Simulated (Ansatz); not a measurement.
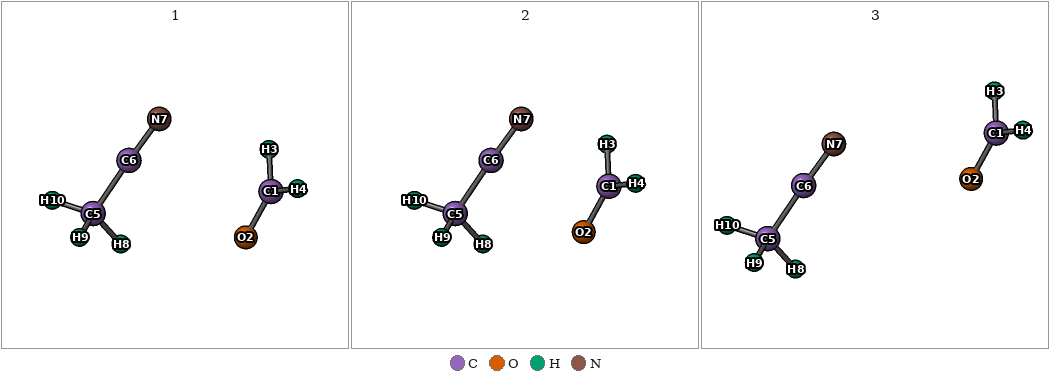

The pair CH₂O···C₂H₃N. The first coordinate is: separation of C6 and C1 along their line in the relaxed pair; the second: sideways slip of C1, O2, H3, H4. Nothing is relaxed (both partners rigid). The scan uses a 9 × 9 grid. Points are written as (first, second). Energies: kJ/mol, counted from the lowest grid point. The calculation used RKS PBE0-D4/def2-SVPD (Ansatz 0.2.0).

The numbered pictures are structures from this grid.

Q: Rank them by energy, lowest first.

A: 2, at (2.995 Å, 0.00 Å): 0.0 kJ/mol; 1, at (3.607 Å, 0.00 Å): 3.6 kJ/mol; 3, at (3.968 Å, 2.20 Å): 14.6 kJ/mol.

The map, with the structures marked:

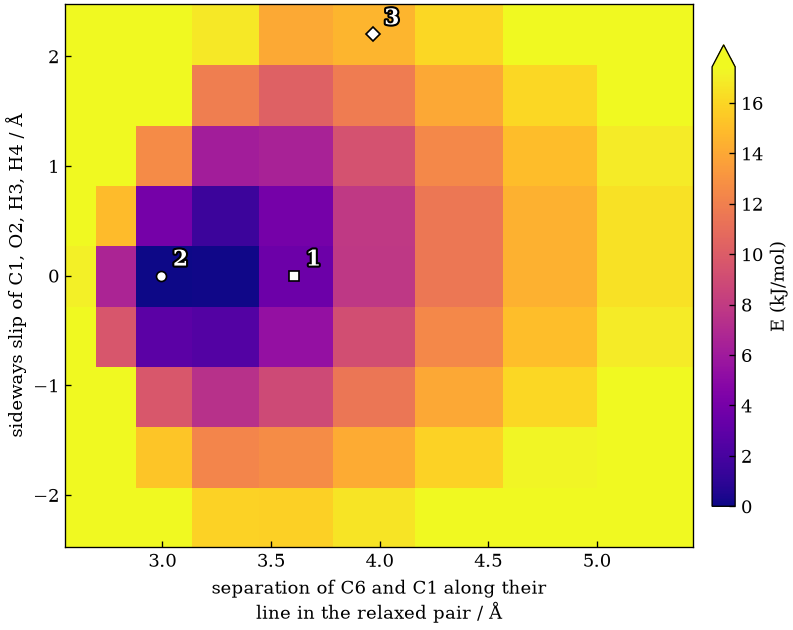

Drawn: one coloured cell a grid point, one colour for all values above the top of the scale.
